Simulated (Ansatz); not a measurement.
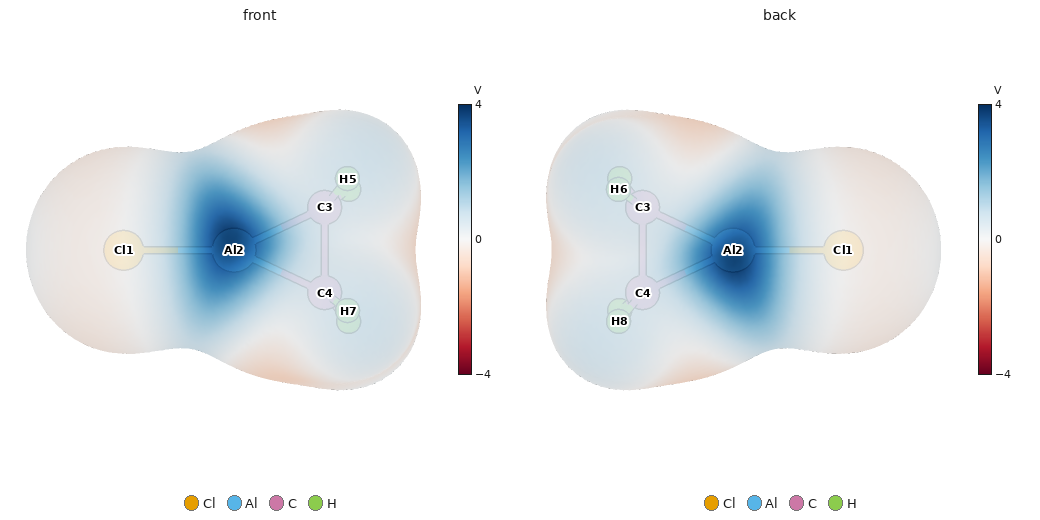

The picture shows: C₂H₄AlCl (SMILES [Cl][Al]1[CH2][CH2]1). The electrostatic potential painted on the density surface at 0.002 e/bohr³, seen from the front and from behind; red is negative and blue positive.

Geometry: PBE0-D4/def2-TZVP.

All numbers below come from RKS PBE0-D4/def2-TZVPP (Ansatz).

```yaml
atoms:
  - { symbol: Cl, position_ang: [0.0325, -1.0645, 3.1395] }
  - { symbol: Al, position_ang: [0.0194, -0.4021, 1.1683] }
  - { symbol: C, position_ang: [0.2531, 0.8710, -0.2045] }
  - { symbol: C, position_ang: [-0.2359, -0.5887, -0.6918] }
  - { symbol: H, position_ang: [1.2340, 1.1584, -0.5796] }
  - { symbol: H, position_ang: [-0.4636, 1.6673, -0.3989] }
  - { symbol: H, position_ang: [0.4752, -1.1032, -1.3361] }
  - { symbol: H, position_ang: [-1.2224, -0.5952, -1.1526] }
```

Question: Which sites attract a positive test charge, and which a negative one?

Answer: A positive charge is drawn to the negative regions and a negative charge to the positive ones. The most negative region (about −0.7 V, or −16 kcal/mol for a unit charge) lies over C3 and C4, the most positive (about +3.8 V, or +88 kcal/mol for a unit charge) over Al2.
